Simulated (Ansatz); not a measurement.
Consider H$_{4}$Mg$_{5}$O$_{7}$.

The calculation's input:

```
crystal:
  periodic: [false, false, false]
  atoms:
    - {symbol: Mg, position_ang: [-0.317240, 0.769799, 1.290951]}
    - {symbol: Mg, position_ang: [1.795748, 0.566037, -0.598858]}
    - {symbol: Mg, position_ang: [-0.431508, -1.132464, -0.852379]}
    - {symbol: Mg, position_ang: [-0.007615, 2.670273, -0.679110]}
    - {symbol: Mg, position_ang: [1.745059, 2.514237, 1.281168]}
    - {symbol: O, position_ang: [1.456197, -1.294958, -1.339029]}
    - {symbol: O, position_ang: [-2.223711, -2.172155, -0.844102]}
    - {symbol: O, position_ang: [-0.360223, 0.766011, -0.830046]}
    - {symbol: O, position_ang: [1.951034, 2.559976, -0.693744]}
    - {symbol: O, position_ang: [-1.104327, -1.122942, 1.148058]}
    - {symbol: O, position_ang: [1.665303, 0.570775, 1.396676]}
    - {symbol: O, position_ang: [-0.223845, 2.771821, 1.270363]}
    - {symbol: H, position_ang: [2.069406, -2.043936, -1.278023]}
    - {symbol: H, position_ang: [-3.047660, -1.834972, -1.240959]}
    - {symbol: H, position_ang: [-2.194296, -1.857106, 0.134051]}
    - {symbol: H, position_ang: [-0.772322, -1.730377, 1.834983]}
basis:
  gaussian: {orbitals: def2-TZVP, fitting: {mean_field: def2-universal-jkfit}, initial_orbitals: start.molden}
hamiltonian: {xc: pbe0, dispersion: d4}
scf: {omitted_lower_state_checks: [starts]}
output: {forces: true, orbitals: {seedname: orbitals}}
```

Run with:

```sh
ansatz run in.yaml --threads 2 --pin off --events-out ev --progress --plain --max-ram 32768MiB --backend cuda --devices 0, --max-vram 18GiB
```

Geometry: PBE-D4/def2-SVP; not at a stationary point (largest force 1.0 eV/Å).

These are results of Ansatz, RKS PBE0-D4/def2-TZVP, not measurements.

**What can the converged electron density and electron localisation function tell about the bonding?**

Mg–O (1.90 Å): the density is about 0.5 e/Å³ at the midpoint; the ELF peaks at about 0.85 in the valence shell of O, 0.7 Å from its nucleus, and is about 0.20 at the midpoint (a largely ionic contact).
O–H (0.97 Å): ρ is about 3.7 e/Å³ halfway; the ELF climbs to about 1 towards the hydrogen, as it does in any bond to H (a covalent bond by its length).
Mg–O (1.94 Å): ρ is about 0.46 e/Å³ halfway; the ELF peaks at about 0.85 in the valence shell of O, 0.7 Å from its nucleus, and is about 0.30 at the midpoint; an ionic contact with no shared pair.
Mg–O (2.00 Å): ρ is about 0.42 e/Å³ halfway; the ELF peaks at about 0.85 in the valence shell of O, 0.7 Å from its nucleus, and is about 0.25 at the midpoint: an ionic contact with no shared pair.

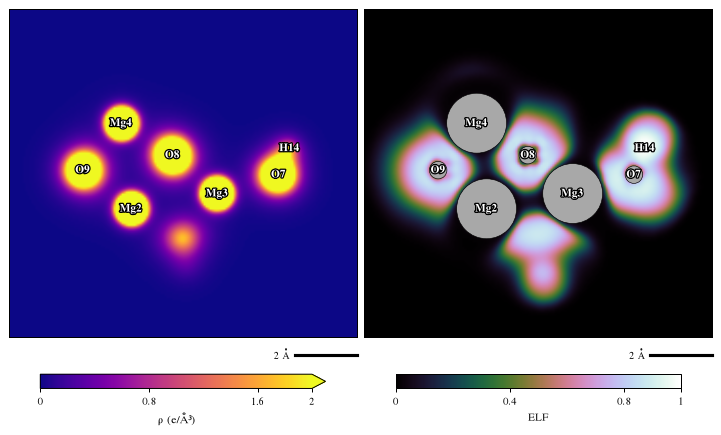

Computed electron density and electron localisation function on the plane of atoms Mg3, Mg2 and Mg4, in this order. Grey discs cover the atomic cores in the ELF map. 
